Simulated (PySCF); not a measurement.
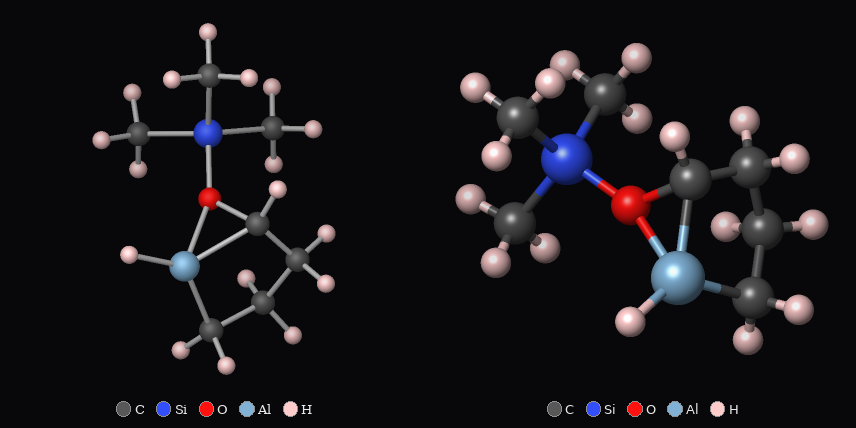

Both panels show the same species.

Computed geometry: PBE0-D3(BJ)/def2-SVP optimisation. No frequency run is at hand to confirm it as a minimum.

**Count the atoms of each element.**

C7H17AlOSi, 27 atoms: 7 carbon, 17 hydrogen, 1 aluminium, 1 oxygen and 1 silicon.

**What is the point group of this geometry?**

C1.

The parts below concern this one geometry. Atoms keep their numbers from picture to picture.

Geometry

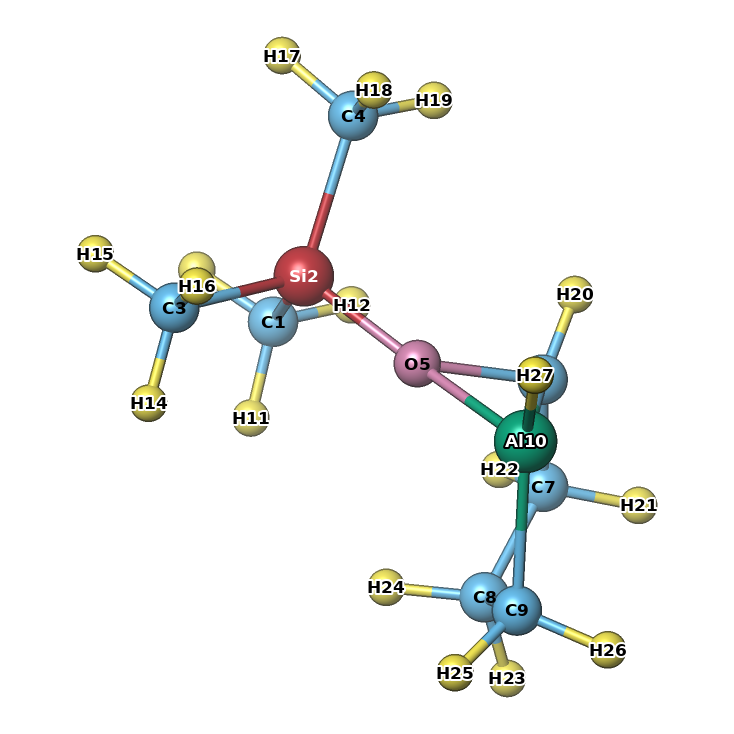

C8 lies behind C9. The molecule seen a little off the C9–C8 bond, C9 in front. Atoms fade into the background with distance from the viewer. No frequency run is at hand to confirm it as a minimum.

**What is the torsion angle Al10–C9–C8–C7? The sign is positive where the front bond must turn clockwise to cover the back bond.**

35°, synclinal (gauche).

Ring current

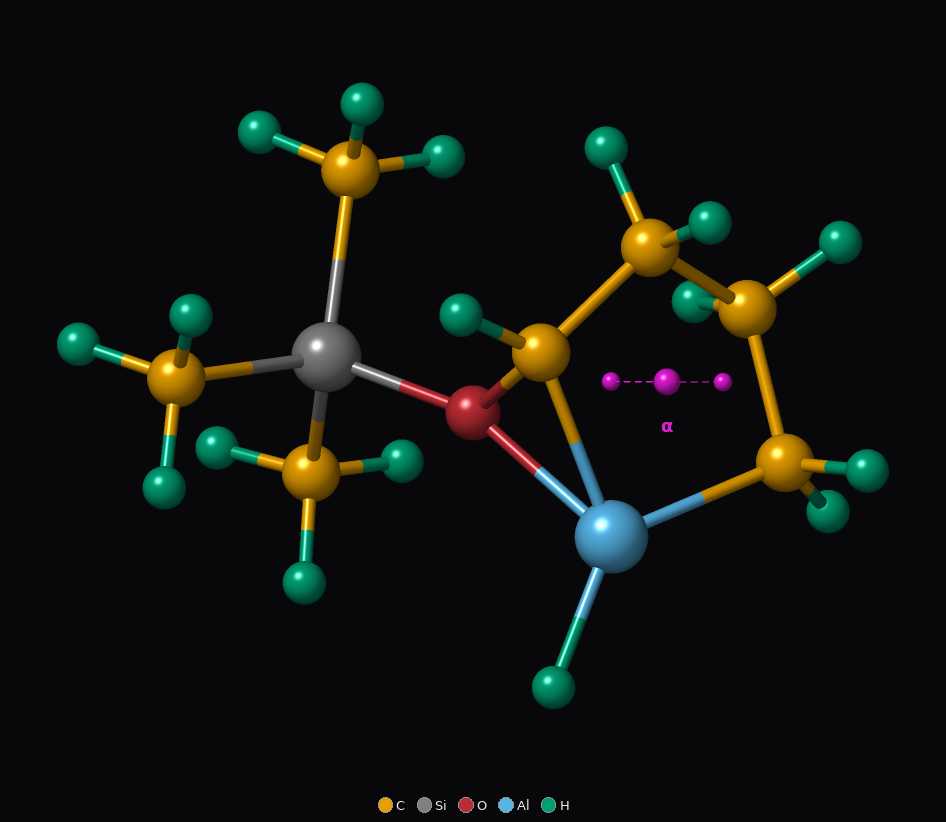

The small points mark where nucleus-independent chemical shifts (NICS) were computed: at the centre of each lettered ring and 1 Å above and below it. No frequency run is at hand to confirm it as a minimum. Level of theory: GIAO PBE0/pcSseg-1 NMR shielding, non-relativistic, gas phase (PySCF 2.14.0).

Give NICS(0), NICS(1) and the out-of-plane component NICS(1)zz for each ring (means of the two sides).

| ring | members | NICS(0) | NICS(1) | NICS(1)zz |
| --- | --- | --- | --- | --- |
| α | C4Al | −4.6 | −3.3 | −1.9 |

Values in ppm.

**What do the values say about the ring currents?**

Ring α: weak, as in a non-aromatic ring. NICS is one index among several.

NMR shielding

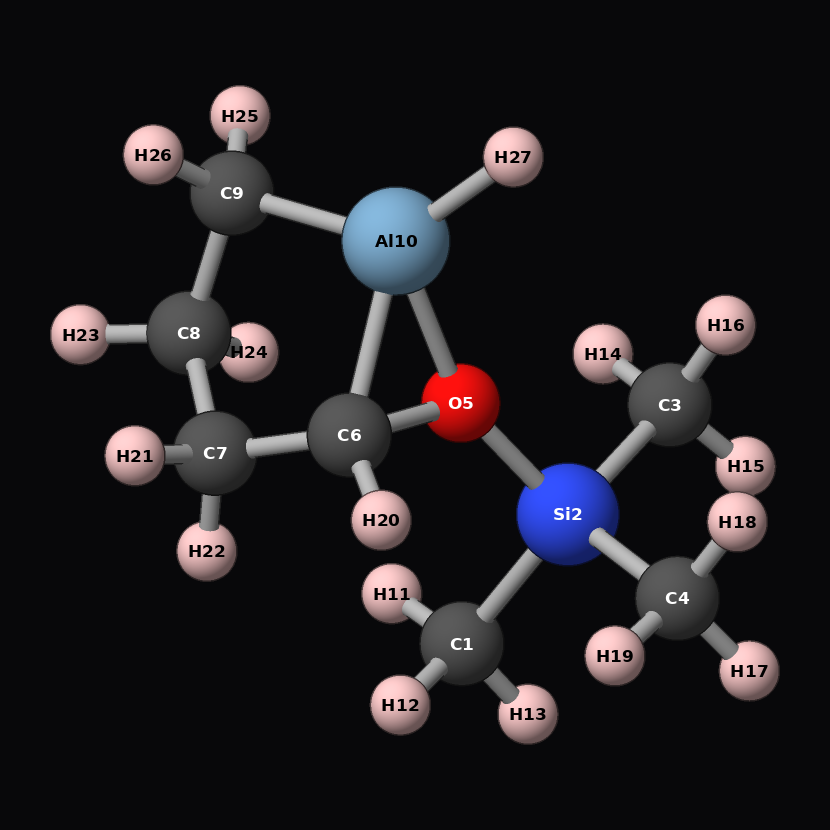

No frequency run is at hand to confirm it as a minimum. Level of theory: GIAO PBE0/pcSseg-1 NMR shielding, non-relativistic, gas phase (PySCF 2.14.0). Principal shieldings σ11 ≤ σ22 ≤ σ33, span Ω = σ33 − σ11, skew κ = 3(σiso − σ22)/Ω.

**Which C atom has the most anisotropic shielding?**

C6, with a span of 124 ppm.

Give the shielding tensors of the C atoms.

```
atom    σ11    σ22    σ33   σiso      Ω      κ
  C1  174.1  186.1  191.1  183.8   17.0  −0.41
  C3  176.7  186.0  192.1  184.9   15.4  −0.21
  C4  176.6  186.2  193.6  185.5   17.1  −0.14
  C6   54.6   93.9  178.3  108.9  123.7   0.36
  C7  136.5  146.4  160.6  147.8   24.2   0.18
  C8  145.9  163.3  173.0  160.7   27.1  −0.29
  C9  169.4  177.5  193.3  180.1   23.9   0.32
```

Shieldings and span in ppm.

Electronic properties

No frequency run is at hand to confirm it as a minimum. Level of theory: PBE0/pcSseg-1, gas phase (PySCF 2.14.0).

Predict the main results.

- dipole moment: 2.73 D
- HOMO energy (Kohn–Sham orbital): −6.26 eV
- LUMO energy (Kohn–Sham orbital): 0.34 eV
- HOMO–LUMO gap: 6.61 eV

Charges

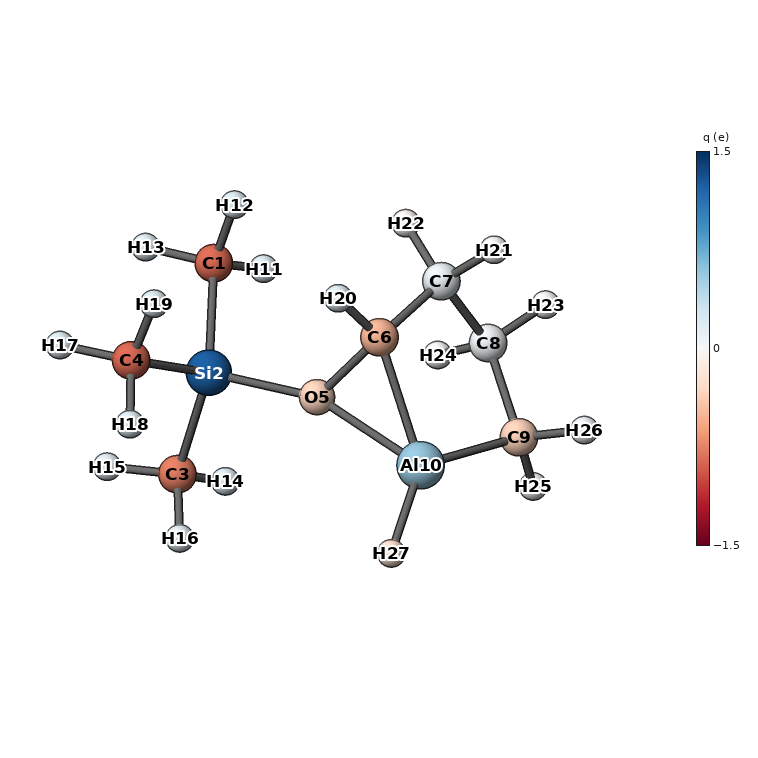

Atoms are coloured by their ESP-fitted charges. No frequency run is at hand to confirm it as a minimum. Method: PBE0/pcSseg-1, gas phase (PySCF 2.14.0).

Give the ESP-fitted charges atom by atom.

```csv
atom,value (e)
C1,−0.84
Si2,1.22
C3,−0.75
C4,−0.85
O5,−0.33
C6,−0.49
C7,0.10
C8,0.05
C9,−0.34
Al10,0.57
H11,0.19
H12,0.21
H13,0.17
H14,0.17
H15,0.16
H16,0.17
H17,0.19
H18,0.19
H19,0.20
H20,0.16
H21,0.04
H22,−0.03
H23,−0.02
H24,0.00
H25,0.04
H26,0.07
H27,−0.25
```
